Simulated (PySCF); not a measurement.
C2H5ClF2Ge2

```xyz
12

F    -1.5681   -1.5549    0.7006
C    -0.9396   -0.7457   -0.2335
C     0.5295   -1.0705   -0.3745
Ge    1.4355    0.7512   -0.1098
F     2.7164    0.5710    1.1314
Ge   -0.9725    1.1791    0.5573
Cl   -2.2228    2.5607   -0.4482
H    -1.5046   -0.8628   -1.1617
H     0.8420   -1.7307    0.4347
H     0.7738   -1.5495   -1.3185
H     2.3736    1.2752   -1.2454
H    -1.4620    1.1761    2.0416
```

Geometry: GFN2-xTB.

These are results of PBE0/def2-SVPD, SCF density, gas phase (PySCF), not measurements.

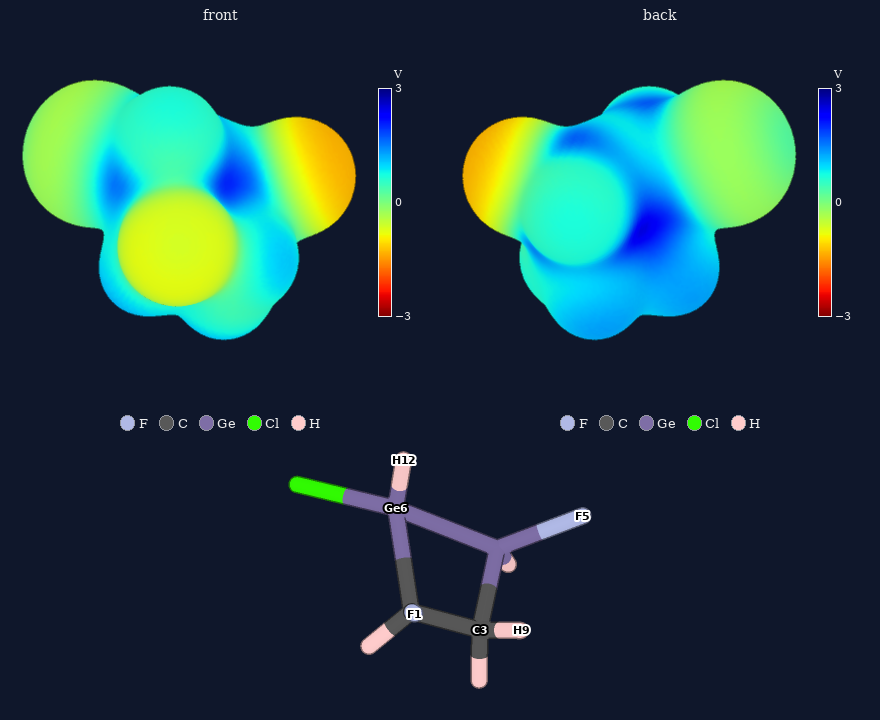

Figure 1. The molecular electrostatic potential painted on the density surface at 0.002 e/bohr³, seen from the front and from behind; red is negative and blue positive. The bare structure is drawn below in the same view.

Which sites attract a positive test charge, and which a negative one?

A positive charge is drawn to the negative regions and a negative charge to the positive ones. The most negative region (about −1.3 V) lies over F5, the most positive (about +2.3 V) over Ge4. Cl7 shows a σ-hole: about +0.3 V at the tip opposite its bond, against about −0.2 V on its flanks.

What dipole moment does the calculation give?

Its dipole moment is 1.94 D.

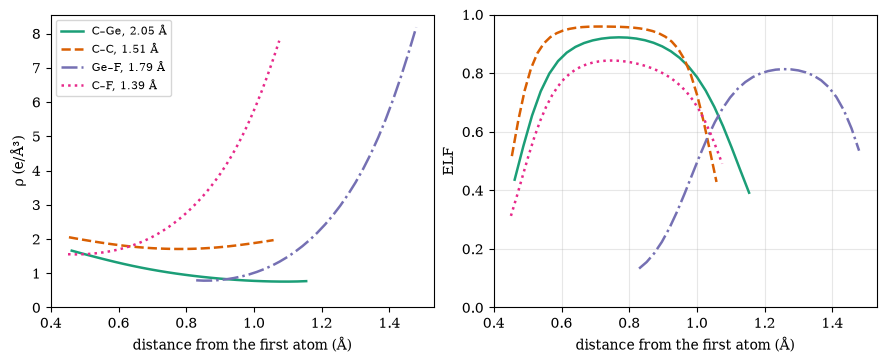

Figure 2. Electron density and electron localisation function along straight lines between neighbouring atoms. The curves leave out the atomic cores.

What can be read from the curves?

C–Ge (2.05 Å): ρ at the midpoint is about 0.77 e/Å³; the ELF peaks at about 0.90 in the valence shell of C, 0.8 Å from its nucleus, and is about 0.75 at the midpoint.
C–C (1.51 Å): ρ at the midpoint is about 1.7 e/Å³; the ELF peaks at about 0.95 between the atoms (a covalent bond).
Ge–F (1.79 Å): the density is about 0.8 e/Å³ at the midpoint; the ELF peaks at about 0.80 in the valence shell of F, 0.5 Å from its nucleus, and is about 0.20 at the midpoint.
C–F (1.39 Å): ρ at the midpoint is about 2 e/Å³, with its minimum of 1.6 e/Å³ about 0.5 Å from C; the ELF peaks at about 0.85 between the atoms: a shared but strongly polarised pair.
